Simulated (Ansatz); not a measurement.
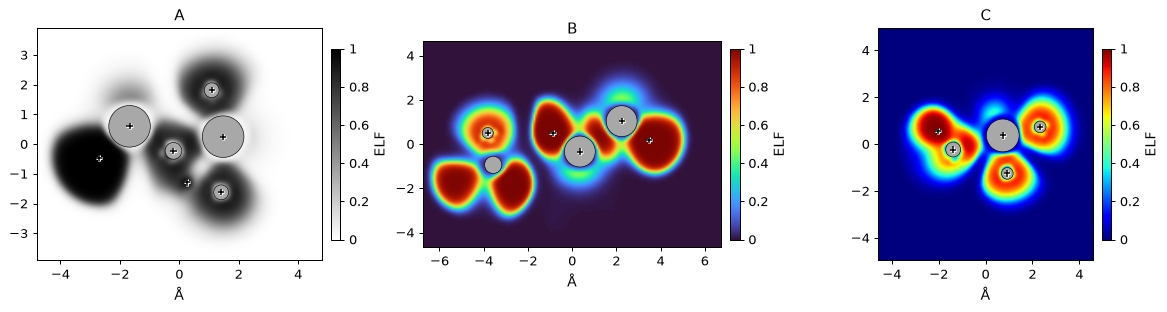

The ELF of 3 systems, each on a plane through atoms (crosses mark nuclei in the plane; grey discs cover the cores).

The calculation used Ansatz 0.2.0, RKS PBE0-D4/def2-TZVPP.

System 1: F4H4OSi2, the plane of atoms Si1, O2 and Si3. A transition-state structure; geometry: PBE0-D4/def2-TZVP.

```yaml
atoms:
  - { symbol: Si, position_ang: [0.0953, 0.1209, 1.3980] }
  - { symbol: O, position_ang: [0.3798, -0.1697, -0.2904] }
  - { symbol: Si, position_ang: [-0.5311, 0.0182, -1.7043] }
  - { symbol: F, position_ang: [-1.3855, 0.6807, 1.1123] }
  - { symbol: F, position_ang: [0.7223, 1.3990, 2.0715] }
  - { symbol: F, position_ang: [-0.2720, -1.0904, 2.3352] }
  - { symbol: H, position_ang: [1.4038, -0.5419, 0.0918] }
  - { symbol: F, position_ang: [1.8203, -0.5892, 1.2161] }
  - { symbol: H, position_ang: [-1.7245, -0.8450, -1.6038] }
  - { symbol: H, position_ang: [-0.8829, 1.4450, -1.8414] }
  - { symbol: H, position_ang: [0.3748, -0.4277, -2.7849] }
```

System 2: F2H4Si2···NH3···H2O, the plane of atoms F3, Si1 and F4. The reactant side of a reaction path; geometry: PBE0-D4/def2-TZVP.

```
atom    x (Å)    y (Å)    z (Å)
  Si  -1.2825  -0.3208  -0.5037
  Si   0.7315  -1.5013  -0.7703
   F  -1.6153   0.2097   1.0021
   F  -2.2318  -1.6494  -0.4308
   H  -1.9892   0.3852  -1.5983
   H   0.5852   1.4712   0.2712
   N  -0.0730   1.5151  -0.5097
   H   1.5322   0.0743   2.4158
   O   0.9485   0.7722   2.1105
   H   1.0802  -2.1706   0.5164
   H   0.6069  -2.5531  -1.8145
   H   1.8850  -0.6269  -1.1369
   H   0.4437   1.6531  -1.3706
   H  -0.6741   2.3199  -0.3692
   H   0.0528   0.4214   2.1879
```

System 3: ClH7Si3···FH3Si, the plane of atoms Si4, Si1 and H6. The product side of a reaction path; geometry: PBE0-D4/def2-TZVP.

| atom | x (Å) | y (Å) | z (Å) |
| --- | --- | --- | --- |
| Si | -0.7592 | 0.5497 | 0.3013 |
| Si | 3.0799 | -0.5539 | 0.5883 |
| Si | -0.2931 | -0.1746 | -1.8747 |
| Si | -3.0187 | 0.3050 | 0.8549 |
| Cl | -0.2687 | 2.5608 | 0.4278 |
| H | 0.0865 | -0.1724 | 1.2909 |
| F | 2.8185 | -0.8095 | 2.1460 |
| H | 4.5281 | -0.7297 | 0.3272 |
| H | 2.2921 | -1.5467 | -0.1823 |
| H | 2.6485 | 0.8237 | 0.2555 |
| H | -1.2330 | 0.4873 | -2.8174 |
| H | 1.1019 | 0.1681 | -2.2568 |
| H | -0.4793 | -1.6487 | -1.9563 |
| H | -3.3829 | -1.1364 | 0.7857 |
| H | -3.2730 | 0.8137 | 2.2277 |
| H | -3.8474 | 1.0637 | -0.1179 |

Which map belongs to which system?

Answer. Panel A is system 1, F4H4OSi2: the plane holds Si, O, F and H. Si–O (1.69 Å): the ELF peaks at about 0.90 between the atoms, as expected for a polar covalent bond. Panel B is system 3, ClH7Si3···FH3Si: the plane holds Si, H and F. Panel C is system 2, F2H4Si2···NH3···H2O: the plane holds Si, F, N and H. Si1···N7 (2.20 Å): the ELF peaks at about 0.95 in the valence shell of N, 0.7 Å from its nucleus, and is about 0.70 at the midpoint.
